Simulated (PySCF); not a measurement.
| atom | x (Å) | y (Å) | z (Å) |
| --- | --- | --- | --- |
| Si | 0.5837 | -1.2163 | -1.9747 |
| O | 1.5919 | -0.3046 | -0.9980 |
| B | 1.3992 | 0.6343 | -0.0083 |
| O | 2.3477 | 0.8773 | 0.9300 |
| O | 0.2234 | 1.3223 | 0.0032 |
| O | -0.8654 | -1.1658 | -1.1185 |
| Si | -1.8447 | -0.6952 | 0.0796 |
| F | -2.5680 | 0.6975 | -0.1946 |
| F | -3.0035 | -1.7835 | 0.2382 |
| F | -1.1024 | -0.6428 | 1.4971 |
| H | 3.1218 | 0.3177 | 0.8133 |
| H | 0.1545 | 1.9274 | 0.7491 |

Geometry: PBE0-D3(BJ)/def2-SVP.

Method: PySCF, PBE0/pcSseg-1, SCF density, gas phase, non-relativistic.

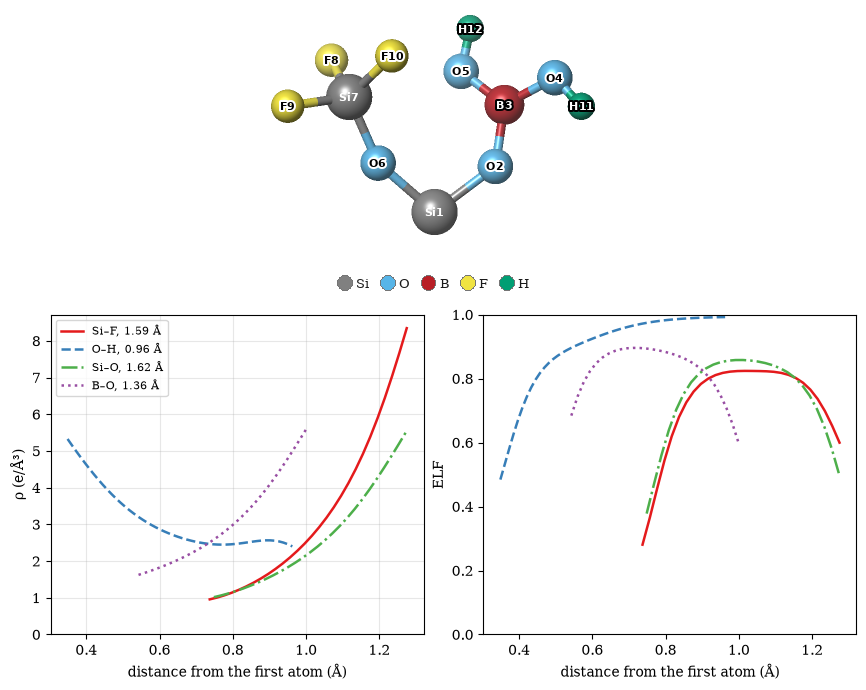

BF₃H₂O₄Si₂ (SMILES OB(O)O[Si]O[Si](F)(F)F). Electron density and ELF along straight lines between neighbouring atoms. The curves leave out the atomic cores. The structure is drawn too.

Compare the contacts.

Si–F (1.59 Å): ρ at the midpoint is about 1.1 e/Å³; the ELF peaks at about 0.80 in the valence shell of F, 0.6 Å from its nucleus, and is about 0.55 at the midpoint.
O–H (0.96 Å): ρ at the midpoint is about 3.7 e/Å³; the ELF climbs to about 1 towards the hydrogen, as it does in any bond to H: a covalent bond by its length.
Si–O (1.62 Å): ρ at the midpoint is about 1.2 e/Å³; the ELF peaks at about 0.85 between the atoms (a short, strongly polar bond).
B–O (1.36 Å): ρ at the midpoint is about 2.2 e/Å³; the ELF peaks at about 0.90 between the atoms; a short, strongly polar bond.
